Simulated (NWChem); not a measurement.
# CHCl2F (dichlorofluoromethane): B3LYP/aug-cc-pVDZ

What is the electronic atomisation energy of CHCl2F (dichlorofluoromethane) at B3LYP/aug-cc-pVDZ? 

The results are computed with NWChem 7.3.0.

### Step 1. The system as given

CHCl2F: 5 atoms, total charge 0, spin state singlet. SMILES: `FC(Cl)Cl`. The coordinates come from a PBE0-D4/def2-TZVP relaxation.

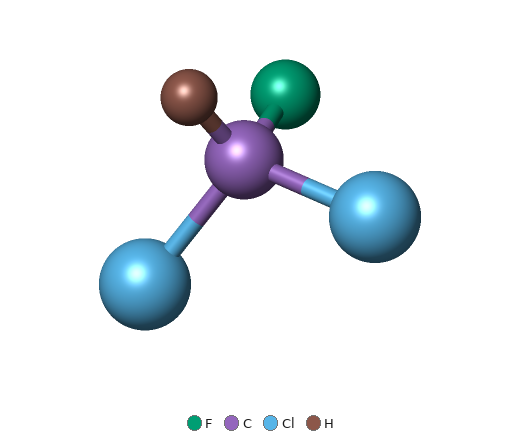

The structure, seen from a chosen angle (fluorine teal, carbon purple, chlorine blue, hydrogen brown).

### Step 2. A single-point energy at B3LYP/aug-cc-pVDZ (run 1)

File calc.nw:

```
start calc
title "CHCl2F"
memory total 2200 mb

geometry noautosym nocenter noautoz
   F     -0.590600     0.132500     1.230400
   C      0.006400     0.099400     0.030700
   Cl     1.459900    -0.886800     0.126900
   Cl    -1.120400    -0.525200    -1.167100
   H      0.294600     1.106400    -0.262500
end

basis spherical bse
   F library aug-cc-pVDZ
   C library aug-cc-pVDZ
   Cl library aug-cc-pVDZ
   H library aug-cc-pVDZ
end

dft
   xc b3lyp
   grid lebedev 35 6
   convergence energy 1e-08
   iterations 100
   mulliken
   print low
end

task dft
```

On the command line:

```bash
$ nwchem calc.nw > calc.out
```

Output:

```text
[...]
 d= 0,ls=0.0,diis     1  -1058.8520358627 -1.27D+03  1.71D-02  1.26D+00     4.3
[...]
 d= 0,ls=0.0,diis     8  -1058.9957139304 -3.15D-09  3.75D-06  3.17D-07    23.8
         Total DFT energy =    -1058.995713930445
      One electron energy =    -1883.293330891668
           Coulomb energy =      685.115880500797
    Exchange-Corr. energy =      -72.772539416274
 Nuclear repulsion energy =      211.954275876699
[...]
      Total Density - Mulliken Population Analysis
     ---------------------------------------------
    Atom       Charge   Shell Charges
 -----------   ------   -------------------------------------------------------
    1 F    9     9.33   2.01  0.90  1.04  0.10  3.34  1.84  0.08  0.01  0.02
    2 C    6     5.64   2.02  0.69  0.40  0.01  1.93  0.37 -0.03  0.18  0.06
    3 Cl  17    16.98   2.00  2.05  0.96  0.96  0.04  6.00  3.09  1.77  0.07  0.03  0.00
    4 Cl  17    16.98   2.00  2.05  0.96  0.96  0.04  6.00  3.09  1.77  0.07  0.03  0.00
    5 H    1     1.07   0.77  0.31  0.01  0.02 -0.04
[...]
```

It took 25 s on 1 thread of Intel Xeon 6975P-C (Granite Rapids), shared host; peak memory 0.1 GiB.

### Step 3. The C atom at the same level (run 2)

File c.nw:

```
start c
title "C"
memory 2200 mb
charge 0

geometry units angstrom noautosym nocenter noautoz
  C      0.000000     0.000000     0.000000
end

basis "ao basis" spherical bse
  C library aug-cc-pVDZ
end

dft
  xc b3lyp
  mult 3
  grid lebedev 35 6
  convergence energy 1e-08
  maxiter 100
  mulliken
  noprint "final vectors analysis"
end

task dft energy
```

Run the same way, it converges to -37.85420 Eh (log not shown).

Run 3 isn't shown in full; the table further down has it.

### Step 4. The F atom, same level (run 4)

File job.nw:

```
start job
title "F"
memory stack 880 mb heap 220 mb global 1100 mb
charge 0

geometry units angstroms noautosym nocenter noautoz
   F     0.000000    0.000000    0.000000
end

basis spherical bse
   * library aug-cc-pVDZ
end

dft
   xc b3lyp
   mult 2
   grid lebedev 35 6
   convergence energy 1e-08
   iterations 100
   mulliken
   print low
end

task dft
```

On the command line:

```bash
$ nwchem job.nw > job.out
```

Output:

```text
[...]
 d= 0,ls=0.0,diis     1    -99.7293565506 -9.97D+01  5.55D-03  5.04D-02     0.0
[...]
 d= 0,ls=0.0,diis     7    -99.7395006223 -8.05D-10  1.31D-07  6.83D-11     0.1
[...]
         Total DFT energy =      -99.739500622287
      One electron energy =     -139.032721755946
           Coulomb energy =       49.651148425936
    Exchange-Corr. energy =      -10.357927292277
 Nuclear repulsion energy =        0.000000000000
[...]
      Total Density - Mulliken Population Analysis
     ---------------------------------------------
    Atom       Charge   Shell Charges
 -----------   ------   -------------------------------------------------------
    1 F    9     9.00   2.01  0.94  1.02  0.03  3.18  1.68  0.14  0.00  0.00
     --------------------------------------------
      Spin Density - Mulliken Population Analysis
     --------------------------------------------
    Atom       Charge   Shell Charges
 -----------   ------   -------------------------------------------------------
    1 F    9     1.00   0.00  0.02 -0.01 -0.01  0.69  0.30  0.00  0.00  0.00
[...]
      <S2> =      0.7515 (Exact =     0.7500)
[...]
```

It took 0.68 s on 1 thread of Intel Xeon 6975P-C (Granite Rapids), shared host; peak memory 0.1 GiB.

### Step 5. The H atom, same level (run 5)

File run.nw:

```
start run
title "H energy"
memory total 2200 mb
charge 0

geometry noautosym nocenter noautoz
  H      0.000000     0.000000     0.000000
end

basis "ao basis" spherical bse
  * library aug-cc-pVDZ
end

dft
  xc b3lyp
  mult 2
  grid lebedev 35 6
  convergence energy 1e-08
  maxiter 100
  mulliken
  print low
end

task dft energy
```

Run the same way, it converges to -0.50166 Eh (log not shown).

### Step 6. All runs side by side

| run | level | partner | energy (Eh) | wall time |
| --- | --- | --- | --- | --- |
| 1 | B3LYP/aug-cc-pVDZ | base | -1058.995714 | 25 s |
| 2 | UB3LYP/aug-cc-pVDZ | atoms | -37.854198 | 0.72 s |
| 3 | UB3LYP/aug-cc-pVDZ | atoms | -460.161479 | 1.2 s |
| 4 | UB3LYP/aug-cc-pVDZ | atoms | -99.739501 | 0.68 s |
| 5 | UB3LYP/aug-cc-pVDZ | atoms | -0.501657 | 0.58 s |

### Step 7. Outcome

Level: B3LYP/aug-cc-pVDZ.

| quantity | value |
| --- | --- |
| H atom: total energy | -0.50166 Eh |
| H atom: ⟨S²⟩ | 0.750 |
| electronic atomisation energy | 15.712 eV |

**Reading.** Taking the molecule apart into free atoms costs 15.71 eV (1516 kJ/mol), before zero-point energy and without spin-orbit coupling. All runs together took 28 s, the longest 25 s.
